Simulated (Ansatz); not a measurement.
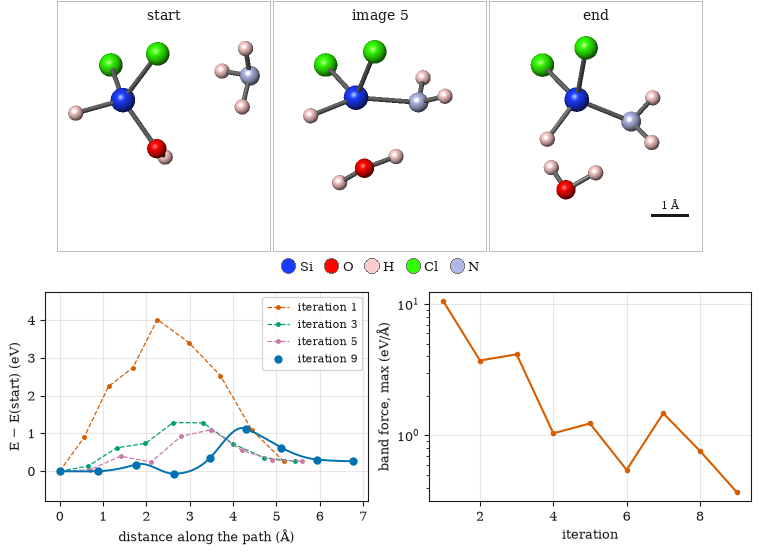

A nudged-elastic-band calculation for SiNH$_{5}$OCl$_{2}$, made up at the start of SiH2OCl2 and NH3. Images are numbered from 0 (start) to 8 (end). The plot follows the band through its iterations. The picture is a ball-and-stick view, seen at a tilt.

Level of theory: RKS B3LYP/def2-SVP (Ansatz). Run with 7 movable images; climbing image; force threshold 0.5 eV/Å; iteration limit 60; starting path through a guess of the saddle point.

How did the profile develop, and is the result final?

Answer. The run met only a loose threshold, so the barrier can't be trusted yet. The band converged in 9 iterations. The largest component of the band force went from 11 to 0.37 eV/Å. The climbing image converged on the top of the path. Its curvatures weren't checked. The force threshold is so loose that the height of the top is at best an upper bound. The first iteration put the highest image at 4.02 eV. Relative to the start the highest point is image 5 at +1.13 eV and the end lies at +0.27 eV, but the profile dips to −0.07 eV at image 3 on the way, so the process runs in steps.

Limits of the set-up: the start holds two separate molecules, 2.5 Å apart at their closest, whose relative position is a soft coordinate and is computed without a dispersion correction.

The run took 3.3 min on 2 threads of Arm Neoverse V1 (shared host), peak memory 0.25 GiB.
